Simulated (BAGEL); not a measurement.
# One shape, several levels: triplet C2H5ClSi

Wanted: a comparison of 3 runs (ROHF/6-31G*, UHF/6-31G*, ROHF/def2-SVP) of triplet C2H5ClSi. 

The calculation is run with BAGEL 1.2.2.

## (1) The molecule

C2H5ClSi has 9 atoms, charge 0, and is taken as a triplet. SMILES of the parent species: `ClC1C[SiH2]1`. The shape is that of a PBE0-D4/def2-TZVP optimisation. That shape belongs to the parent species and isn't relaxed for this state.

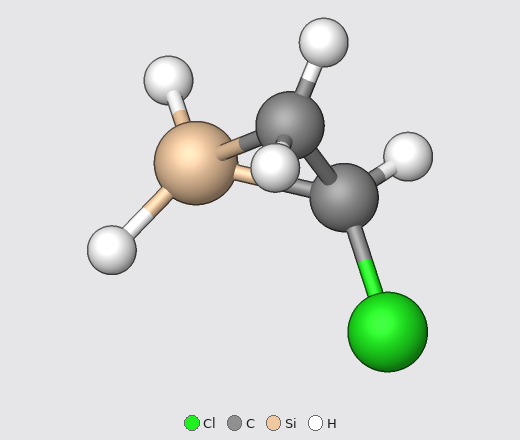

Viewed from a chosen angle; chlorine green, carbon grey, silicon light orange, hydrogen white.

## (2) A single-point energy at ROHF/6-31G(d) (density fitting with qzvpp-jkfit, spherical functions) (run 1)

File job.json:

```json
{ "bagel": [

{
  "title": "molecule",
  "basis": "6-31gs.json",
  "df_basis": "qzvpp-jkfit",
  "angstrom": "true",
  "geometry": [
    { "atom": "Cl", "xyz": [      -0.610200,      -0.416600,      -2.254300 ] },
    { "atom": "C", "xyz": [      -0.442600,       0.373500,      -0.689900 ] },
    { "atom": "C", "xyz": [       0.930400,       0.305100,      -0.014300 ] },
    { "atom": "Si", "xyz": [      -0.417500,      -0.575100,       0.903900 ] },
    { "atom": "H", "xyz": [      -0.899600,       1.356600,      -0.714500 ] },
    { "atom": "H", "xyz": [       1.659300,      -0.322300,      -0.518200 ] },
    { "atom": "H", "xyz": [       1.345700,       1.248900,       0.324100 ] },
    { "atom": "H", "xyz": [      -0.452800,      -2.048100,       0.838700 ] },
    { "atom": "H", "xyz": [      -1.023900,       0.031800,       2.107300 ] }
  ]
},

{
  "title": "rohf",
  "nopen": 2
},

{
  "title": "print",
  "file": "orbitals.molden",
  "orbitals": "true"
}

]}
```

The basis set 6-31G* is read from a file made from the Basis Set Exchange's data (not shown).

Command:

```
BAGEL_NUM_THREADS=1 BAGEL job.json > job.out
```

The program printed:

```text
* using 1 threads per process

  ===============================================================
  ===============================================================

  *** Geometry ***

  { "atom" : "Cl", "xyz" : [     -1.153111,     -0.787260,     -4.260010 ] },
  { "atom" : "C", "xyz" : [     -0.836393,      0.705813,     -1.303722 ] },
  { "atom" : "C", "xyz" : [      1.758201,      0.576555,     -0.027023 ] },
[... 5 lines of this table left out ...]
  { "atom" : "H", "xyz" : [     -1.934891,      0.060093,      3.982220 ] },

  Number of auxiliary basis functions:      496

  Since a DF basis is specified, we compute 2- and 3-index integrals:
    o Being stored without compression. Storage requirement is 0.022 GB

  Number of basis functions:       74
  Number of electrons      :       48

    * METHOD: MOLECULE                             0.22

  *** Open-shell HF ***

  === Nuclear Repulsion ===
   202.0129070206

      * DIIS with orbital gradients will be used.

  === ROHF iteration (6-31gs.json) ===
      0       -826.65858612          0.02292623           0.11
      1       -826.74678822          0.01072273           0.12
      2       -826.76433056          0.00425400           0.12
[... 29 lines of this table left out ...]
     32       -826.79095179          0.00000001           0.12
    * SCF iteration converged.

    * S^2 (ROHF) is 2.0000

    * Permanent dipole moment:
           (   -0.559960,    -0.883192,     0.315581) a.u.

    * METHOD: ROHF                                 3.96

    * METHOD: PRINT                                0.01

  ===============================================================
```

It took 4.5 s on 1 thread of Arm Neoverse V2, shared host.

## (3) A single-point energy at UHF/6-31G(d) (density fitting with qzvpp-jkfit, spherical functions) (run 2)

Edit job.json of step 2 so:

```diff
@@ -6,3 +6,3 @@
   "df_basis": "qzvpp-jkfit",
-  "angstrom": "true",
+  "angstrom": true,
   "geometry": [
@@ -21,3 +21,3 @@
 {
-  "title": "rohf",
+  "title": "uhf",
   "nopen": 2
@@ -28,3 +28,3 @@
   "file": "orbitals.molden",
-  "orbitals": "true"
+  "orbitals": true
 }
```

The basis set 6-31G* is read from a file made from the Basis Set Exchange's data (not shown).

Command:

```
BAGEL_NUM_THREADS=1 BAGEL job.json > job.out
```

The program printed:

```text
* using 1 threads per process

  ===============================================================
  ===============================================================

  *** Geometry ***

  { "atom" : "Cl", "xyz" : [     -1.153111,     -0.787260,     -4.260010 ] },
  { "atom" : "C", "xyz" : [     -0.836393,      0.705813,     -1.303722 ] },
  { "atom" : "C", "xyz" : [      1.758201,      0.576555,     -0.027023 ] },
[... 5 lines of this table left out ...]
  { "atom" : "H", "xyz" : [     -1.934891,      0.060093,      3.982220 ] },

  Number of auxiliary basis functions:      496

  Since a DF basis is specified, we compute 2- and 3-index integrals:
    o Being stored without compression. Storage requirement is 0.022 GB

  Number of basis functions:       74
  Number of electrons      :       48

    * METHOD: MOLECULE                             0.22

  *** Open-shell HF ***

  === Nuclear Repulsion ===
   202.0129070206

      * DIIS with orbital gradients will be used.

  === UHF iteration (6-31gs.json) ===
      0       -826.65858612          0.02292623           0.11
      1       -826.75217377          0.01061325           0.12
      2       -826.77061982          0.00421984           0.11
[... 33 lines of this table left out ...]
     36       -826.79882346          0.00000001           0.12
    * SCF iteration converged.

    * S^2 (UHF) is 2.0316

    * Permanent dipole moment:
           (   -0.547912,    -0.893569,     0.323106) a.u.

    * METHOD: UHF                                  4.38

    * METHOD: PRINT                                0.01

  ===============================================================
```

Wall time 4.8 s (1 thread of Arm Neoverse V2, shared host); peak memory 0.11 GiB.

## (4) The energy at ROHF/def2-SVP (density fitting with qzvpp-jkfit) (run 3)

File hf.json:

```json
{ "bagel" : [

{
  "title" : "molecule",
  "basis" : "svp",
  "df_basis" : "qzvpp-jkfit",
  "angstrom" : true,
  "geometry" : [
    { "atom" : "Cl", "xyz" : [   -0.610200,   -0.416600,   -2.254300 ] },
    { "atom" : "C", "xyz" : [   -0.442600,    0.373500,   -0.689900 ] },
    { "atom" : "C", "xyz" : [    0.930400,    0.305100,   -0.014300 ] },
    { "atom" : "Si", "xyz" : [   -0.417500,   -0.575100,    0.903900 ] },
    { "atom" : "H", "xyz" : [   -0.899600,    1.356600,   -0.714500 ] },
    { "atom" : "H", "xyz" : [    1.659300,   -0.322300,   -0.518200 ] },
    { "atom" : "H", "xyz" : [    1.345700,    1.248900,    0.324100 ] },
    { "atom" : "H", "xyz" : [   -0.452800,   -2.048100,    0.838700 ] },
    { "atom" : "H", "xyz" : [   -1.023900,    0.031800,    2.107300 ] }
  ]
},
{ "title" : "rohf", "nopen" : 2 },
{ "title" : "print", "file" : "orbitals.molden", "orbitals" : true }

]}
```

Command:

```
BAGEL_NUM_THREADS=1 BAGEL hf.json > hf.out
```

The program printed:

```text
* using 1 threads per process

  ===============================================================
  ===============================================================

  *** Geometry ***

  { "atom" : "Cl", "xyz" : [     -1.153111,     -0.787260,     -4.260010 ] },
  { "atom" : "C", "xyz" : [     -0.836393,      0.705813,     -1.303722 ] },
  { "atom" : "C", "xyz" : [      1.758201,      0.576555,     -0.027023 ] },
[... 5 lines of this table left out ...]
  { "atom" : "H", "xyz" : [     -1.934891,      0.060093,      3.982220 ] },

  Number of auxiliary basis functions:      496

  Since a DF basis is specified, we compute 2- and 3-index integrals:
    o Being stored without compression. Storage requirement is 0.031 GB

  Number of basis functions:       89
  Number of electrons      :       48

    * METHOD: MOLECULE                             0.21

  *** Open-shell HF ***

  === Nuclear Repulsion ===
   202.0129070206

      * DIIS with orbital gradients will be used.

  === ROHF iteration (svp) ===
      0       -826.38998305          0.02175718           0.15
      1       -826.48149619          0.01133568           0.15
      2       -826.50013921          0.00495389           0.15
[... 29 lines of this table left out ...]
     32       -826.52966670          0.00000001           0.15
    * SCF iteration converged.

    * S^2 (ROHF) is 2.0000

    * Permanent dipole moment:
           (   -0.525024,    -0.840085,     0.371915) a.u.

    * METHOD: ROHF                                 5.04

    * METHOD: PRINT                                0.01

  ===============================================================
```

It took 5.4 s on 1 thread of Arm Neoverse V2, shared host; peak memory 0.12 GiB.

## (5) The series

```csv
run,level,energy (Eh),dipole moment (D),⟨S²⟩,wall time
1,"ROHF/6-31G* (density fitting with qzvpp-jkfit, spherical functions)",-826.790952,2.78,2.000,4.5 s
2,"UHF/6-31G* (density fitting with qzvpp-jkfit, spherical functions)",-826.798823,2.79,2.032,4.8 s
3,ROHF/def2-SVP (density fitting with qzvpp-jkfit),-826.529667,2.69,2.000,5.4 s
```

## (6) What came out

| quantity | value |
| --- | --- |
| run 3: total energy | -826.52967 Eh |
| run 3: dipole moment | 2.69 D |
| run 3: ⟨S²⟩ | 2.000 |

In words: The dipole moment (its size) runs from 2.69 D (ROHF/def2-SVP) to 2.79 D (UHF/6-31G*). The two ends differ in method and basis. All runs together took 15 s, the longest 5.4 s.
